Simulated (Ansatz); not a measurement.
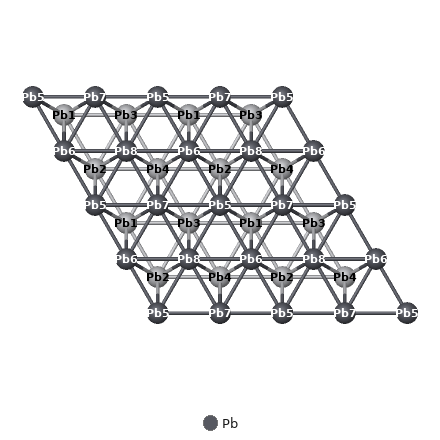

The system is N on a Pb(111) slab cut from the Fm-3m phase, its upper half relaxed before the scan (8 atoms of substrate and one adsorbate in a 2 × 2 cell); the picture shows it without the atoms that are moved over the map. N is moved over the surface cell; relaxed at each place: the height of the adsorbate's atoms; substrate rigid; the origin of the map has the adsorbate above Pb5. Places are given modulo a cell vector. The map is drawn in real space over the plane of the surface. The scan uses a 6 × 6 grid; 10 points were computed and 26 follow by symmetry. Places are given in fractions of the 1 × 1 surface cell. Energies are in eV, from the lowest grid point. Method: DFT LDA, scalar-relativistic, plane waves, PAW in Ansatz. Settings: cutoff 420 eV, k-mesh 6×6×1, gaussian smearing 0.1 eV, no spin polarisation.

Range: position of N9 along the first surface vector from 0.000 to 0.833; position of N9 along the second surface vector from 0.000 to 0.833.

Question: Predict the map.

Answer: The lowest grid point is at a threefold hollow, (4/6, 2/6) of the cell vectors. There is a further well near a threefold hollow over a second-layer Pb atom, (2/6, 4/6) of the cell vectors (0.16 eV above the lowest at that grid point). The highest grid point, the top site over a surface Pb atom, (0/6, 0/6) of the cell vectors, lies 2.49 eV above the lowest. On the interpolated surface the easiest way out of the lowest well to the well at a threefold hollow over a second-layer Pb atom, (2/6, 4/6) of the cell vectors passes a barrier of about 0.79 eV. At the lowest point the adsorbate has 3 Pb at 2.20 Å as nearest neighbours, at the highest 1 Pb at 1.98 Å. Its relaxed height above the top atom is 0.94 Å at the lowest and 1.99 Å at the highest point.

```
second ↓, first →   0/6   1/6   2/6   3/6   4/6   5/6
              5/6  2.32  1.95  0.99  0.99  1.95  2.32
              4/6  1.70  0.99  0.16  0.99  1.70  1.90
              3/6  0.78  0.99  0.99  0.78  0.85  0.85
              2/6  1.70  1.95  1.70  0.85  0.00  0.85
              1/6  2.32  2.32  1.90  0.85  0.85  1.90
              0/6  2.49  2.32  1.70  0.78  1.70  2.32
```

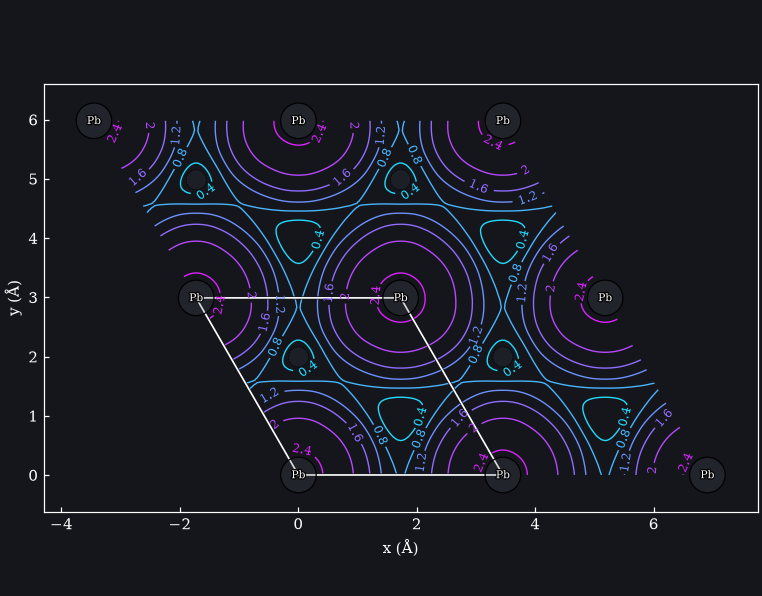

In the figure: contour lines labelled in eV, labelled circles for the atoms of the top layer and small ones for the second layer, the outline of one cell of the 2 × 2 shown. Between grid points the surface is interpolated.

Each point was launched as `ansatz run input.yaml --threads 4 --pin off --max-ram 12288MiB --backend cpu --events-out ev --progress --plain --runs-dir out`. Time for the 10 points that were run: 3.6 min on 4 threads of Intel(R) Xeon(R) 6975P-C (Granite Rapids), with other jobs on the host.
